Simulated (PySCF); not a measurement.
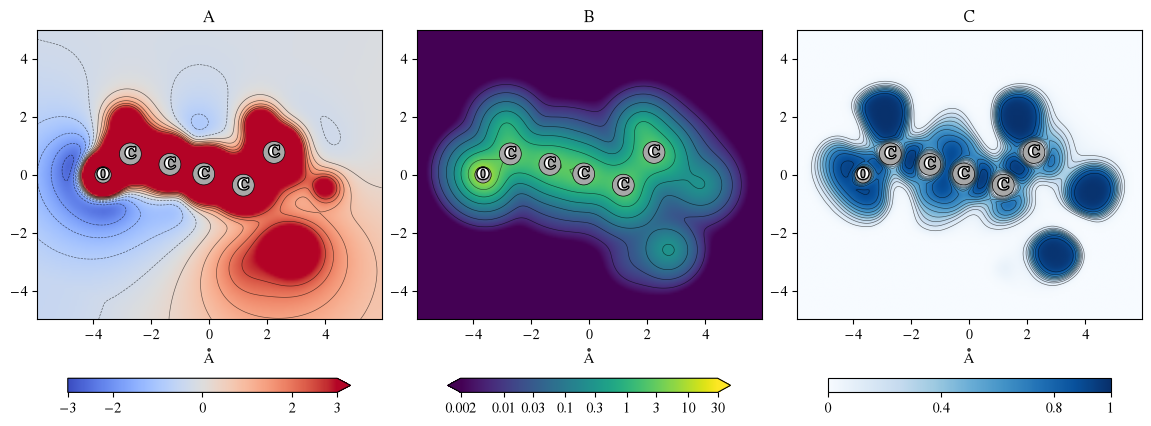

C6H10BNO: 3 fields on the plane of atoms C4, C5 and C6, with unlabelled colour scales. Grey discs cover the atomic cores.

Geometry: GFN2-xTB.

Level of theory: PBE0/pcSseg-1, SCF density, gas phase, non-relativistic (PySCF).

```xyz
19

N    -1.8169    1.6729   -0.1166
B    -1.0344    0.3279   -0.6146
C    -1.8125   -1.0369   -0.2039
C    -0.5330   -1.5044    0.5129
C     0.1102   -0.0981    0.5115
C     1.4805   -0.0106    0.1554
C     2.6316    0.0708   -0.2165
C     3.9789    0.1885   -0.6129
O     4.6993    1.1448   -0.4279
H    -2.5808    1.8804   -0.7531
H    -1.1613    2.4495   -0.1017
H    -2.1851    1.5149    0.8178
H    -0.6834    0.5014   -1.7290
H    -2.1553   -1.7199   -0.9788
H    -2.6356   -0.9156    0.5043
H     0.0420   -2.1933   -0.1028
H    -0.6674   -1.9474    1.5008
H    -0.0407    0.4010    1.4743
H     4.3540   -0.7166   -1.1393
```

Q: Match the panels to the quantities (electron density, electron localisation function and electrostatic potential).

A: Panel A: electrostatic potential (strongly positive close to the atoms, with negative regions outside electron-rich atoms). Panel B: electron density. Panel C: electron localisation function. From the grid: C–O (1.21 Å): the density is about 3.3 e/Å³ at the midpoint; the ELF peaks at about 0.85 between the atoms; a short, multiple covalent bond. C–C (1.21 Å): ρ is about 2.7 e/Å³ halfway; the ELF peaks at about 0.85 between the atoms; a short, multiple covalent bond.
